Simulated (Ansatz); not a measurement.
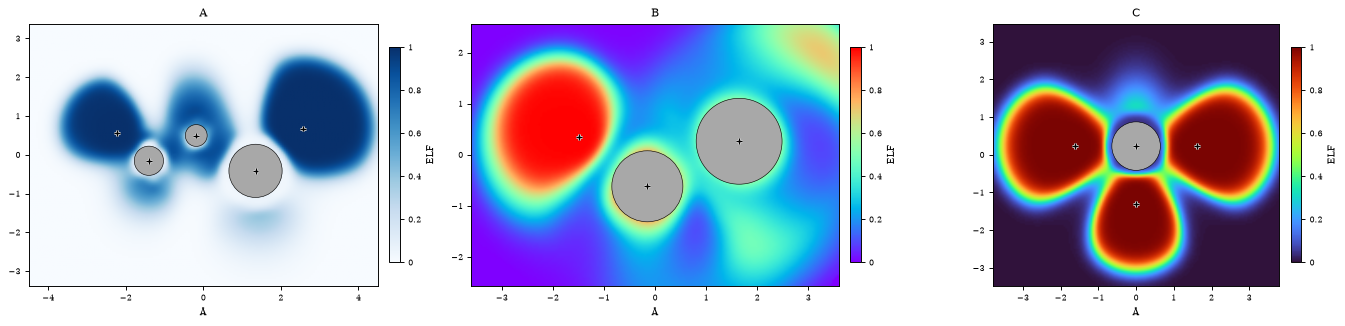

The ELF of 3 systems, each on a plane through atoms (crosses mark nuclei in the plane; grey discs cover the cores).

Theory: RKS PBE0-D4/def2-TZVPD in Ansatz.

System 1: HRu2 (charge −1), the molecular plane. Geometry: r2SCAN-D4/def2-TZVPD; core potentials replace the inner electrons of Ru; the highest occupied orbital lies above zero, a sign that basis and functional describe the outermost electron poorly; not at a stationary point (largest force 0.7 eV/Å).

```yaml
atoms:
  - { symbol: Ru, position_ang: [0.5853, -0.1279, 0.2131] }
  - { symbol: Ru, position_ang: [-1.1938, -0.4591, 1.0670] }
  - { symbol: H, position_ang: [0.6085, 0.5870, -1.2800] }
```

System 2: CH6AlO (charge −1), the plane of atoms O2, C3 and H6. Geometry: r2SCAN-D4/def2-TZVPD.

```yaml
atoms:
  - { symbol: Al, position_ang: [-0.2380, 0.5504, -1.2350] }
  - { symbol: O, position_ang: [0.8643, -0.0004, 0.0552] }
  - { symbol: C, position_ang: [0.3731, -0.5433, 1.2298] }
  - { symbol: H, position_ang: [-0.2951, -1.4101, 1.0584] }
  - { symbol: H, position_ang: [-0.2081, 0.1840, 1.8310] }
  - { symbol: H, position_ang: [1.1989, -0.8989, 1.8713] }
  - { symbol: H, position_ang: [0.6897, 1.0962, -2.4652] }
  - { symbol: H, position_ang: [-1.2090, 1.7419, -0.6421] }
  - { symbol: H, position_ang: [-1.1757, -0.7199, -1.7034] }
```

System 3: H5Si (charge −1), the plane of atoms H3, Si1 and H6. Geometry: PBE0-D4/def2-TZVPD; the highest occupied orbital lies above zero, a sign that basis and functional describe the outermost electron poorly.

```
atom    x (Å)    y (Å)    z (Å)
  Si   0.0000   0.0000   0.0000
   H  -0.0205  -0.0079   1.6220
   H   0.0206   0.0079  -1.6220
   H   1.5323   0.0129   0.0195
   H  -0.7774   1.3207  -0.0033
   H  -0.7550  -1.3335  -0.0161
```

> Match each panel to its system.

Panel A is system 2, CH6AlO: the plane holds Al, O, C and H. C–O (1.38 Å): the ELF peaks at about 0.90 between the atoms, as expected for a shared but strongly polarised pair. Panel B is system 1, HRu2: the plane holds Ru and H. Ru–Ru (2.00 Å): the ELF is about 0.40 at the midpoint. Panel C is system 3, H5Si: the plane holds Si and H. Si–H (1.53 Å): the ELF climbs to about 1 towards the hydrogen, as it does in any bond to H.
